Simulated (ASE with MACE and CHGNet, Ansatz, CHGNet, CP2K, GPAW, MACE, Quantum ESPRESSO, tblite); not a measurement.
# Machine-learned potentials runs on Ge(111) slab, H on both faces (54 atoms)

Aim: run Ge(111) slab, H on both faces (54 atoms) in machine-learned potentials and see how near its forces come to a plane-wave reference, and at what cost.

Calculated with ASE with MACE and CHGNet; the method is named at each step.

### 1. The starting structure

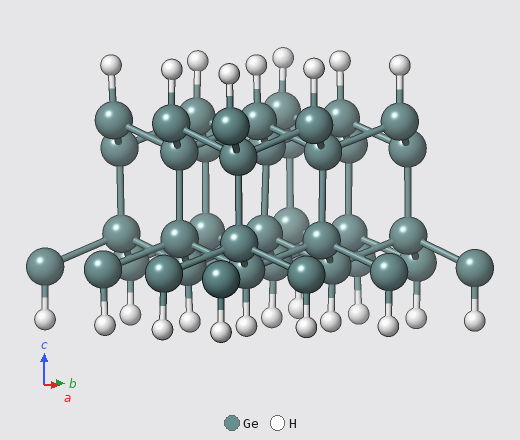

The cell as given, from the side, with the c axis up (germanium teal, hydrogen white). Some periodic images of atoms are drawn too.

The cell holds 54 atoms: 36 Ge and 18 H. Cell: a = 12.002 Å, b = 12.002 Å, c = 19.143 Å, α = 90.0°, β = 90.0°, γ = 120.0°. It derives from Ge (diamond-structure). Diamond-structure Ge (a = 5.658 Å), (111) slab of 4 atomic planes, 3 x 3 surface cells, H on the broken bonds of both faces, 12 Å of vacuum; displaced by a Gaussian of 0.02 Å. Then every atom was moved at random, 0.02 Å r.m.s. a Cartesian component (hydrogen 0.6 of that). Regions: slab, 36 atoms (36 Ge); hydrogen, 18 atoms (18 H). Vacuum lies along c.

The yardstick, on the same geometry:

- method: Kohn-Sham DFT, PBE, PAW, plane waves (Ansatz 0.2.0); cutoff 420 eV, Γ point, fermi-dirac smearing of 0.05 eV; PAW set soft_2
- r.m.s. force component: 0.5381 eV/Å
- longest force: 2.251 eV/Å
- gap (highest filled to lowest empty level): 0.6908 eV
- SCF cycles: 10
- time: 20 s on 4 threads of Arm Neoverse V2, shared host
- CPU time: 77 s

### 2. MACE MP-0b3 medium potential

Method: machine-learned interatomic potential MACE MP-0b3 medium, trained on PBE(+U) plane-wave data.

Contents of run.py:

```python
import numpy as np
from ase.io import read
import mlip  # loads the published weights by name

atoms = read("structure.xyz")
atoms.calc = mlip.calc("mace-mp-0b3-medium")
energy = atoms.get_potential_energy()
forces = atoms.get_forces()
print(f"energy {energy:.6f} eV")
print("forces (eV/A)")
for i, (a, f) in enumerate(zip(atoms, forces)):
    print(f"{i:4d} {a.symbol:2s} {f[0]:10.5f} {f[1]:10.5f} {f[2]:10.5f}")
```

Contents of structure.xyz:

```xyz
54
Lattice="12.00243 0.00000 0.00000 -6.00122 10.39441 0.00000 0.00000 0.00000 19.14331" Properties=species:S:1:pos:R:3 pbc="T T T"
Ge -0.02875 9.23845 8.30207
Ge 8.02044 0.03378 7.53117
Ge -2.01551 8.09423 11.66268
Ge 0.04813 9.21090 10.77558
Ge 1.97824 5.76557 8.38841
Ge 4.02963 6.94066 7.54802
Ge 0.02148 4.58872 11.60984
Ge 2.01070 5.83968 10.81061
Ge 3.99470 9.26069 8.35337
Ge -5.98952 10.38620 7.49518
Ge 2.04017 8.08124 11.57213
Ge 4.00899 9.23471 10.77730
Ge 4.01079 2.30039 8.35510
Ge 6.02192 3.42506 7.53462
Ge 2.01941 1.18663 11.60965
Ge 4.03984 2.27648 10.78170
Ge 5.95764 5.75143 8.32600
Ge 8.00964 6.88786 7.49173
Ge 4.03960 4.66678 11.59721
Ge 6.00325 5.77409 10.79281
Ge -3.97617 9.23523 8.38381
Ge -2.01419 10.37352 7.53385
Ge 6.02162 8.09932 11.59740
Ge -3.99627 9.21101 10.78381
Ge 7.97537 2.34269 8.34457
Ge 9.96964 3.49574 7.51796
Ge 6.01952 1.14785 11.63798
Ge 8.04169 2.28459 10.75318
Ge -2.00843 5.78439 8.32849
Ge 0.01170 6.94399 7.52830
Ge 7.99188 4.61439 11.60640
Ge -1.98256 5.75850 10.78726
Ge -0.07394 2.34893 8.37864
Ge 2.02313 3.42808 7.50456
Ge 10.00883 1.17519 11.67589
Ge -0.01386 2.26796 10.77041
H 1.99414 10.39389 5.98133
H -1.97530 8.11751 13.13403
H 3.99122 6.90698 5.99722
H -0.02215 4.64932 13.14897
H 11.96528 0.00967 6.02593
H 1.99060 8.07708 13.16141
H 6.02564 3.43296 5.97654
H 1.99072 1.11324 13.13901
H 7.97027 6.88266 5.98343
H 4.01475 4.63248 13.15433
H 4.01049 0.02869 5.98707
H 6.00583 8.10691 13.15701
H -1.98040 3.47485 6.05579
H 6.00890 1.17103 13.13576
H -0.03631 6.90948 5.99147
H 8.02344 4.59734 13.17711
H 1.99408 3.51144 5.97769
H 9.98992 1.14099 13.12944
```

Run with:

```sh
> OMP_NUM_THREADS=1 python run.py > output.txt
```

The program printed:

```text
energy -220.347669 eV
forces (eV/A)
   0 Ge    0.46107    0.14325    0.54325
   1 Ge   -0.31008   -0.11914   -0.21597
   2 Ge    0.37345   -0.20817   -1.15915
   3 Ge   -0.51177    0.19063   -0.26877
   4 Ge    0.36601   -0.04633   -0.12740
   5 Ge   -0.63816   -0.02413   -0.26060
   6 Ge    0.03315    0.12824   -0.00792
   7 Ge   -0.02405   -0.80308   -0.25200
   8 Ge    0.22263   -0.03978    0.11277
   9 Ge   -0.01803    0.26050    1.25987
  10 Ge   -0.14038    0.33591    0.99761
  11 Ge    0.21256    0.40035   -0.06332
  12 Ge    0.04190   -0.21190    0.14892
  13 Ge   -0.48493    0.32518   -0.48558
  14 Ge   -0.07983   -0.47051   -0.14667
  15 Ge   -0.10147    0.55009   -0.07309
  16 Ge    0.57329   -0.06308    0.44402
  17 Ge   -0.33626    0.36450    0.51491
  18 Ge   -0.39038   -0.53905    0.27564
  19 Ge    0.22027    0.23907   -0.48557
  20 Ge   -0.30216   -0.33711   -0.23827
  21 Ge   -0.02164    0.29003   -0.27764
  22 Ge   -0.17977   -0.17239    0.36121
  23 Ge    0.13314    0.50591    0.05900
[...]
46 H    -0.03192   -0.02726   -0.36883
  47 H     0.01053    0.00390    0.22468
  48 H     0.04360   -0.02351   -1.66162
  49 H    -0.00232    0.00651    1.05498
  50 H     0.03967   -0.00363   -0.49944
  51 H    -0.01928    0.00667    0.09538
  52 H     0.01211   -0.02019   -0.60025
  53 H    -0.01946   -0.00368    1.81568
```

The job ended after 6.9 s (1 thread of Arm Neoverse V2, shared host; peak memory 0.7 GiB).

Banners, paths, timers and routine set-up lines are dropped from the logs unmarked, and long logs keep their key lines alone; longer cuts are marked.

Numbers from this run, and their distance from the reference:

| Quantity | Value |
| --- | --- |
| r.m.s. force component | 0.4377 eV/Å |
| r.m.s. difference of force components | 261.3 meV/Å |
| longest difference of force vectors | 781 meV/Å |
| force difference over r.m.s. force | 48.56 % |
| slope of forces against the reference's | 0.713 |
| correlation of force components | 0.8764 |

Length of the force difference by element (eV/Å):

| element | atoms | mean | most |
| --- | --- | --- | --- |
| Ge | 36 | 0.51 | 0.78 |
| H | 18 | 0.26 | 0.38 |

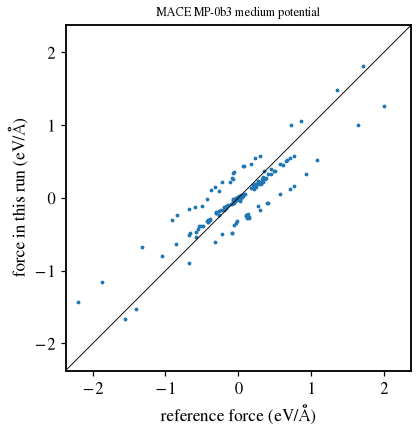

Force components against those of the reference; the line marks equality.

The surroundings of H54, which bears the longest force, nearest first, numbered as they follow in the input and with coordinates relative to it.

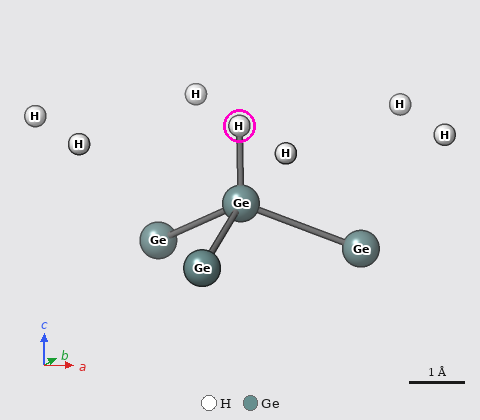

The atoms of the table, within 4.0 Å (arrows a, b, c point along x, y, z); some may hide others; the central atom is ringed.

| atom | x | y | z | distance (Å) | bonds | Fx | Fy | Fz (eV/Å) |
| --- | --- | --- | --- | --- | --- | --- | --- | --- |
| H54 | 0.00 | 0.00 | 0.00 | 0.00 | 1 | -0.02 | 0.00 | 1.82 |
| Ge35 | 0.02 | 0.03 | -1.45 | 1.45 | 4 | 0.02 | -0.38 | -1.42 |
| Ge28 | -1.95 | 1.14 | -2.38 | 3.28 | 4 | -0.30 | 0.20 | 0.16 |
| Ge12 | 0.02 | -2.30 | -2.35 | 3.29 | 4 | 0.21 | 0.40 | -0.06 |
| Ge36 | 2.00 | 1.13 | -2.36 | 3.29 | 4 | 0.14 | 0.26 | 0.13 |
| H52 | -1.97 | 3.46 | 0.05 | 3.98 | 1 | -0.02 | 0.01 | 0.10 |
| H48 | 2.02 | -3.43 | 0.03 | 3.98 | 1 | 0.01 | 0.00 | 0.22 |
| H50 | -3.98 | 0.03 | 0.01 | 3.98 | 1 | 0.00 | 0.01 | 1.05 |
| H42 | -2.00 | -3.46 | 0.03 | 3.99 | 1 | 0.03 | 0.01 | -0.12 |
| H44 | 4.00 | -0.03 | 0.01 | 4.00 | 1 | 0.01 | 0.04 | 0.58 |
| H40 | 1.99 | 3.51 | 0.02 | 4.03 | 1 | 0.00 | -0.03 | 0.46 |

Atoms are counted from 1 here, from 0 in the log.

Forces lie 49 % from the reference's, at 0.081 times its CPU time (on 1 against 4 cores).

### 3. CHGNet r2SCAN potential

Method: machine-learned interatomic potential CHGNet r2SCAN, trained on r2SCAN plane-wave data.

Edit run.py of step 2 so:

```diff
@@ -5,3 +5,3 @@
 atoms = read("structure.xyz")
-atoms.calc = mlip.calc("mace-mp-0b3-medium")
+atoms.calc = mlip.calc("chgnet-r2scan")
 energy = atoms.get_potential_energy()
```

structure.xyz is that of step 2.

The program printed:

```text
CHGNet vr2scan initialized with 412,525 parameters
CHGNet will run on cpu
energy -556.249390 eV
forces (eV/A)
   0 Ge    0.18254    0.02561   -0.07872
   1 Ge   -0.10015   -0.05854   -0.10544
   2 Ge    0.11582   -0.09726   -1.26686
   3 Ge   -0.19446    0.07138    0.21047
   4 Ge    0.15173    0.01841   -0.38813
   5 Ge   -0.19999   -0.05196   -0.04828
   6 Ge   -0.07944    0.05383   -0.00704
   7 Ge    0.02511   -0.29743    0.19179
   8 Ge    0.10286   -0.02457   -0.27866
   9 Ge   -0.00654    0.08723    1.32067
  10 Ge   -0.04617    0.10198    0.36980
  11 Ge    0.03817    0.08918    0.27606
  12 Ge   -0.05821   -0.05487   -0.27605
  13 Ge   -0.13771    0.07595   -0.13375
  14 Ge    0.00530   -0.16824   -0.17985
  15 Ge   -0.10720    0.22529    0.29667
  16 Ge    0.21794    0.04922   -0.18233
  17 Ge   -0.06852    0.10259    0.56979
  18 Ge   -0.04015   -0.13765    0.14524
  19 Ge    0.02289   -0.01394    0.15817
  20 Ge   -0.11571   -0.07813   -0.40256
  21 Ge    0.00954    0.03065    0.01253
  22 Ge   -0.02978   -0.03271    0.14067
  23 Ge    0.04584    0.17133    0.34737
[...]
46 H     0.00272   -0.00566    0.15197
  47 H    -0.00144   -0.00610   -0.30203
  48 H     0.04304   -0.01396   -1.25969
  49 H     0.00073    0.01169    0.55217
  50 H    -0.00830   -0.00090    0.08549
  51 H     0.00176   -0.00230   -0.48650
  52 H    -0.00648    0.00624    0.04887
  53 H    -0.02126   -0.03522    1.33767
```

Wall time 3 s (1 thread); peak memory 0.52 GiB.

Against the reference:

```yaml
r_m_s_force_component: 0.3346 eV/Å
r_m_s_difference_of_force_components: 276.6 meV/Å
longest_difference_of_force_vectors: 865.3 meV/Å
force_difference_over_r_m_s_force: 51.4 %
slope_of_forces_against_the_reference_s: 0.5613
correlation_of_force_components: 0.9025
```

Against the first run (49 %), the force difference from the reference is 51 %, at 0.44 times the CPU time; this potential was trained at another functional than the reference's, which explains only part of so large a difference.

### 4. MACE MP-0b2 small potential

Method: machine-learned interatomic potential MACE MP-0b2 small, trained on PBE(+U) plane-wave data.

Edit run.py of step 3 so:

```diff
@@ -5,3 +5,3 @@
 atoms = read("structure.xyz")
-atoms.calc = mlip.calc("chgnet-r2scan")
+atoms.calc = mlip.calc("mace-mp-0b2-small")
 energy = atoms.get_potential_energy()
```

structure.xyz is that of step 3.

The program printed:

```text
energy -217.003453 eV
forces (eV/A)
   0 Ge    0.47428    0.16546    0.20986
   1 Ge   -0.33057   -0.10453   -0.09782
   2 Ge    0.34857   -0.16643   -1.36068
   3 Ge   -0.52017    0.19866    0.05707
   4 Ge    0.34679   -0.07649   -0.49462
   5 Ge   -0.61950    0.02237   -0.22266
   6 Ge    0.09819    0.12864   -0.12900
   7 Ge   -0.04719   -0.90665    0.13239
   8 Ge    0.21038   -0.03349   -0.31178
   9 Ge   -0.00682    0.22227    1.46602
  10 Ge   -0.11438    0.33606    0.99926
  11 Ge    0.22286    0.44678    0.31492
  12 Ge    0.01445   -0.18466   -0.25215
  13 Ge   -0.47135    0.33133   -0.39204
  14 Ge   -0.09753   -0.46053   -0.29324
  15 Ge   -0.11028    0.55078    0.31390
  16 Ge    0.60910   -0.09205    0.14299
  17 Ge   -0.36449    0.31496    0.69730
  18 Ge   -0.47548   -0.52999    0.16830
  19 Ge    0.30080    0.26683   -0.13455
  20 Ge   -0.35766   -0.32598   -0.69204
  21 Ge    0.03555    0.32216   -0.18184
  22 Ge   -0.19227   -0.17710    0.26374
  23 Ge    0.15198    0.50180    0.46347
[...]
46 H    -0.04936   -0.01976   -0.05125
  47 H     0.00716   -0.00677   -0.09777
  48 H     0.01232   -0.01179   -1.41686
  49 H     0.01361   -0.00208    0.76298
  50 H     0.04176   -0.01415   -0.19157
  51 H    -0.03177   -0.00642   -0.24048
  52 H     0.01074   -0.02077   -0.30901
  53 H    -0.01706   -0.00105    1.57390
```

Wall time 5.3 s (1 thread); peak memory 0.67 GiB.

Numbers from this run, and their distance from the reference:

- r.m.s. force component: 0.4318 eV/Å
- r.m.s. difference of force components: 150.5 meV/Å
- longest difference of force vectors: 556.7 meV/Å
- force difference over r.m.s. force: 27.97 %
- slope of forces against the reference's: 0.7829
- correlation of force components: 0.9755

Against the first run (49 %), the force difference from the reference is 28 %, at 0.85 times the CPU time.

The difference per atom is largest on Ge (0.28 eV/Å on average, against 0.065 on H).

### 5. The ladder

Differences are against the plane-wave reference, forces as r.m.s. over components; share is that over the reference's r.m.s. force, slope the least-squares factor from reference forces to these. Total energies of different programs have different zeros and aren't compared.

| run | Δ force, r.m.s. (meV/Å) | share (%) | slope | cores | CPU time | memory (GiB) |
| --- | --- | --- | --- | --- | --- | --- |
| reference | - | - | - | 4 | 77 s | 2.4 |
| MACE MP-0b3 medium potential | 261 | 48.6 | 0.713 | 1 | 6.2 s | 0.7 |
| CHGNet r2SCAN potential | 277 | 51.4 | 0.561 | 1 | 2.8 s | 0.52 |
| MACE MP-0b2 small potential | 151 | 28.0 | 0.783 | 1 | 5.3 s | 0.67 |

Times of the machine-learned potentials are mostly Python's start and the loading of weights.

CPU time is summed over cores on a shared host, where runs went side by side, so it is rough. Symmetry, cutoffs, thresholds, outputs and thread counts weren't matched or tuned between programs; memory under MPI is the largest rank's times the ranks.

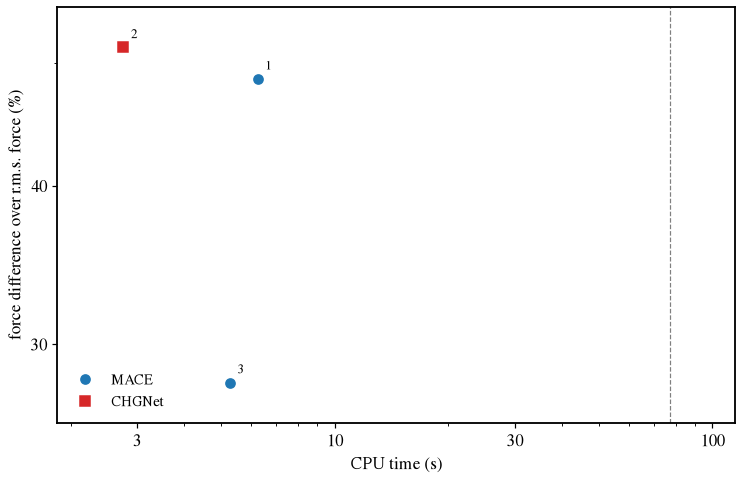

Force difference against CPU time; the dashed line marks the reference's time. Points: 1 MACE MP-0b3 medium potential; 2 CHGNet r2SCAN potential; 3 MACE MP-0b2 small potential.

A second geometry, displaced anew (every atom was moved at random, 0.08 Å r.m.s. a Cartesian component (hydrogen 0.6 of that)), gives an energy difference that all programs can be tested on. The reference puts it at 107.2 meV/atom.

| run | energy less the first geometry's (meV/atom) | error (meV/atom) | force share at the second geometry (%) |
| --- | --- | --- | --- |
| MACE MP-0b3 medium potential | 87.03 | -20.2 | 24.3 |
| CHGNet r2SCAN potential | 43.71 | -63.5 | 52.8 |
| MACE MP-0b2 small potential | 90.73 | -16.5 | 18.7 |

### 6. What came out

| Item | Value |
| --- | --- |
| nearest in forces | MACE MP-0b2 small potential, 28 % |
| its CPU time | 5.3 s |

Machine-learned potentials differ by 28 % (MACE MP-0b2 small potential) to 51 % (CHGNet r2SCAN potential); they were trained on other programs' data, some at another functional. Among those trained on PBE data the slope goes as low as 0.71, with a correlation of 0.88, so directions differ as well as sizes. The energy difference between the two geometries, 107 meV/atom in the reference, is met best by MACE MP-0b2 small potential (-16.5) and worst by CHGNet r2SCAN potential (-63.5). Machine-learned potentials mimic data converged in k, so the reference's own k-point error enters their differences. The electronic-structure runs sample only Γ, in a cell whose shortest periodic width is 10 Å.

[Also dropped from logs without a mark: logging warnings of Python, and SIESTA's first energy breakdown and zero terms.]

[Logs are printed without paths, hosts, clocks, repeated set-up lines and the standing remarks that a program may print on its own settings, such as how far it seeks lower states.]

[Hosts, paths, dates, database ids (printed as entryN), source tags and the programs' standing remarks are cut or masked in the printed files.]
